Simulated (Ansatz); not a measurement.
**CH5FO2Zr: density, localisation and related maps**

Input

```
crystal:
  periodic: [false, false, false]
  atoms:
    - {symbol: C, position_ang: [-1.449159, -0.494641, -0.413126]}
    - {symbol: Zr, position_ang: [0.407394, 0.534342, 0.251683]}
    - {symbol: O, position_ang: [1.058324, -0.483477, 1.738106]}
    - {symbol: O, position_ang: [1.567118, 0.543386, -1.272622]}
    - {symbol: F, position_ang: [-0.102057, 2.308058, 0.770840]}
    - {symbol: H, position_ang: [-2.186057, -0.537485, 0.396988]}
    - {symbol: H, position_ang: [-1.908930, 0.030806, -1.257925]}
    - {symbol: H, position_ang: [-1.245036, -1.522555, -0.732111]}
    - {symbol: H, position_ang: [1.567840, -0.925953, 2.409989]}
    - {symbol: H, position_ang: [2.290563, 0.547500, -1.891811]}
basis:
  gaussian: {orbitals: def2-TZVPP}
hamiltonian: {xc: pbe0, dispersion: d4}
output: {orbitals: {seedname: orbitals}}
```

Launched as:

```sh
ansatz run in.yaml --threads 4 --pin off --events-out ev --progress --plain --max-ram 10444MiB
```

Geometry: PBE0-D4/def2-TZVP; core potentials replace the inner electrons of Zr.

Theory: RKS PBE0-D4/def2-TZVPP (Ansatz).

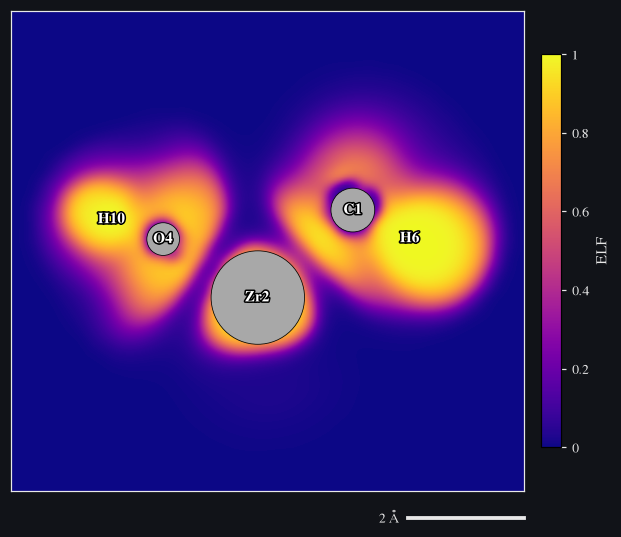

Figure 1. Electron localisation function on the plane of atoms Zr2, C1 and H6. Grey discs cover the atomic cores.

What does the map show?

Answer.
- Atoms in the plane: C, Zr, O and H.
- Zr–O (1.92 Å): the ELF peaks at about 0.80 in the valence shell of O, 0.6 Å from its nucleus, and drops to about 0.20 between the two atoms.
- C–Zr (2.22 Å): the ELF peaks at about 0.95 in the valence shell of C, 0.7 Å from its nucleus, and is about 0.50 at the midpoint.
- O–H (0.95 Å): the ELF climbs to about 1 towards the hydrogen, as it does in any bond to H: an ordinary covalent bond to hydrogen.
- C–H (1.10 Å): the ELF climbs to about 1 towards the hydrogen; a covalent bond by its length.

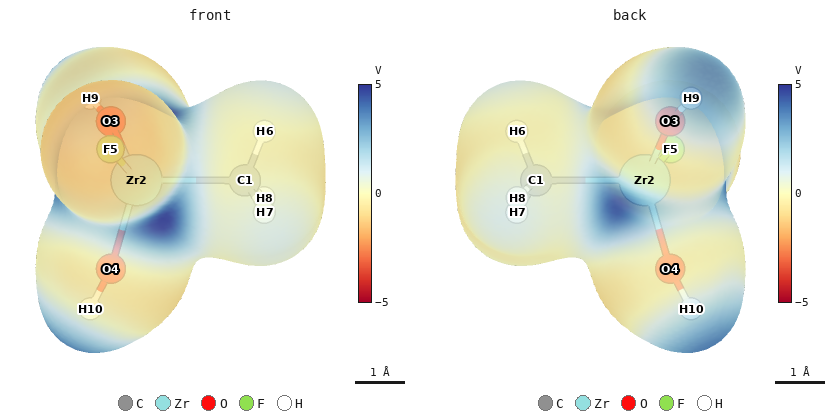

Figure 2. The molecular electrostatic potential painted on the density surface at 0.004 e/bohr³, seen from the front and from behind; the colour scale runs from red (negative) to blue (positive).

Which sites attract a positive test charge, and which a negative one?

Answer. A positive charge is drawn to the negative regions and a negative charge to the positive ones. The most negative region (about −1.5 V) lies over F5, the most positive (about +4.7 V) over Zr2.

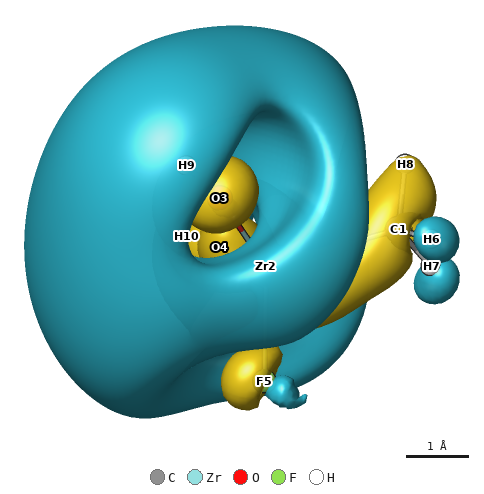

Figure 3. The LUMO at ±0.05 Å⁻³ᐟ² (yellow and cyan are the two phases), seen from one side.

Where does this orbital lie, and at what energy?

Answer. By Hirshfeld shares it lies mainly on Zr2 (about 60 %), H9 (about 10 %) and H10 (about 10 %). Its energy is −0.22 eV.
